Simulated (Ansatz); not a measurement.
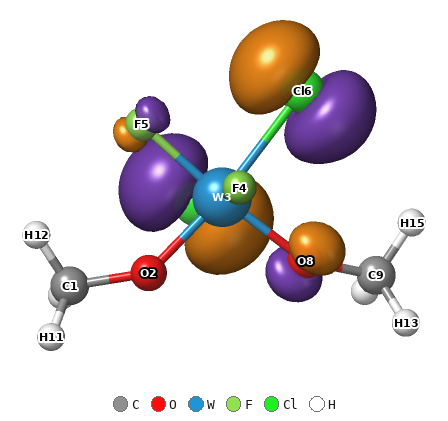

Figure. C$_{2}$H$_{6}$Cl$_{2}$F$_{2}$O$_{2}$W (SMILES C[O][W]([F])([F])([Cl])([Cl])[O]C). The HOMO−1 at ±0.15 Å⁻³ᐟ² (orange and purple are the two phases), seen at a tilt.

Geometry: PBE0-D4/def2-TZVP; core potentials replace the inner electrons of W.

Theory: Ansatz 0.2.0, RKS PBE0-D4/def2-TZVPP.

```xyz
15

C     1.9030    0.0247   -2.0023
O     0.7391   -0.2616   -1.2783
W    -0.4954    0.5974   -0.2273
F    -1.8884    0.2011   -1.3990
F    -0.1365    2.1488   -1.2112
Cl   -1.9281    1.9327    1.0245
Cl    1.2610    1.2031    1.1932
O    -0.8898   -0.7964    0.8738
C    -1.2298   -1.2529    2.1474
H     2.7204    0.1835   -1.2916
H     2.1315   -0.8204   -2.6526
H     1.7523    0.9321   -2.5929
H    -1.5635   -2.2891    2.0794
H    -0.3477   -1.1822    2.7899
H    -2.0280   -0.6208    2.5470
```

What is the character of this orbital?

It lies mainly on Cl7 (about 45 %), Cl6 (about 40 %) and O8 (about 10 %); largely a combination of lone pairs on Cl7, Cl6 and O8. Its energy is −8.85 eV.
